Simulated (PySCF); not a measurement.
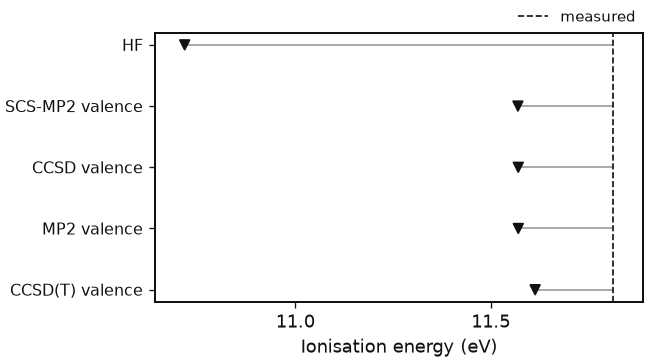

The ionisation energy of an atom or ion with 35 electrons in the configuration [Ar] 3d¹⁰ 4s² 4p⁵ by several methods. PySCF, aug-cc-pVTZ-DK, spin-free X2C-1e, unrestricted single determinants, no spin-orbit coupling. Methods marked “valence” freeze 28 core electrons.

### Name the element and charge.

The Br atom. The values run from 10.717 eV (HF) to 11.614 eV (CCSD(T) valence). The measured value is 11.814 eV; nearest to it come CCSD(T) valence (−0.200) and MP2 valence (−0.243), furthest HF (−1.097 eV).

Caveat: spin-orbit shift not estimated.
